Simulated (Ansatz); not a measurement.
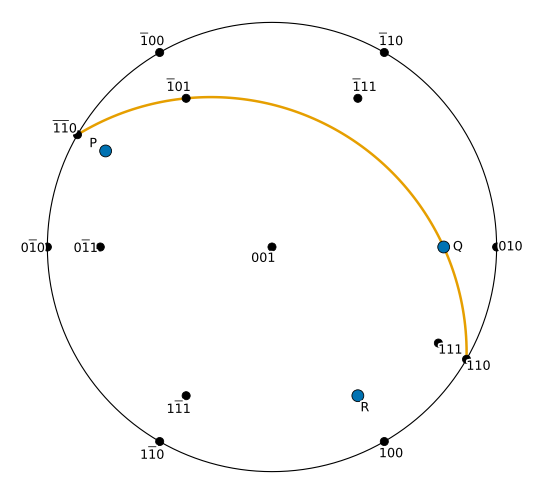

Stereographic projection of plane normals (upper hemisphere) centred on (0 0 1). Crystal: La, the end point of a relaxation with DFT, m-r2SCAN, plane waves (500 eV) with PAW, scalar-relativistic (Ansatz). All values are computed from the atomic coordinates in the standard setting (tolerance 0.002 Å).

a = 3.787 Å, b = 3.787 Å, c = 12.062 Å, α = 90.00°, β = 90.00°, γ = 120.00°.

Q: Index the poles marked P, Q, R.

A: P is (−1 −1 1), in four indices (−1 −1 2 1), 81.1° from the centre; Q is (0 1 1), in four indices (0 1 −1 1), 74.8° from the centre; R is (1 0 1), in four indices (1 0 −1 1), 74.8° from the centre.

Q: Which zone does the coloured great circle trace?

A: The zone [1 −1 1]: its poles satisfy h − k + l = 0.

Q: What is the angle between the normals of (0 1 1) and (0 0 1), and what are their d_hkl = 1/|g|?

A: 74.8°; d = 3.165 Å and 12.062 Å.
